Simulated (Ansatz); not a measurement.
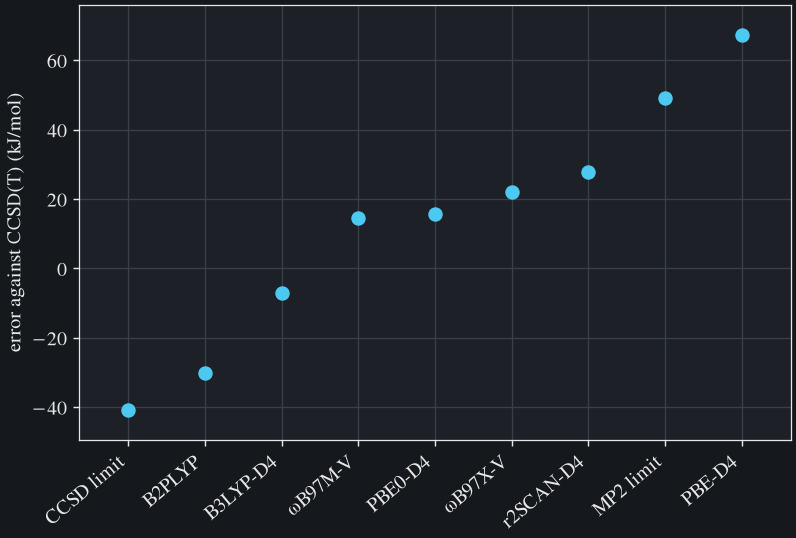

Error in the electronic atomisation energy (method less reference, so positive means overbinding) of C₂H₅FZn, SMILES C[C@H](F)[ZnH], singlet: functionals in def2-TZVPP against frozen-core CCSD(T) at the limit (MP2 extrapolated from triple and quadruple zeta, plus CCSD(T) less MP2 in a smaller set), which gives 2934.2 kJ/mol, at a PBE0-D4/def2-TZVP geometry (no frequency check), no zero-point or spin-orbit term, the Ansatz code 0.2.0. The reference leaves out core correlation, a term that grows with the number of heavy atoms. Choice of cores on heavy atoms: Zn/Cu 3s3p. B2PLYP holds a correlation term that converges slowly with the basis, so part of the distance to the limit is basis error. No dispersion term is added to B2PLYP. Limit means the basis limit.

### What range do the values span?

From −40.8 kJ/mol (CCSD limit) to 67.3 kJ/mol (PBE-D4).

### Which of these levels overbind, and which underbind?

Overbind: ωB97X-V, r2SCAN-D4, MP2 limit and PBE-D4. Underbind: CCSD limit and B2PLYP. Within 20 kJ/mol of zero, too close to call in view of what the reference leaves out: B3LYP-D4, ωB97M-V and PBE0-D4.

Caveats, for all or some of the runs: no scalar relativity up to krypton.
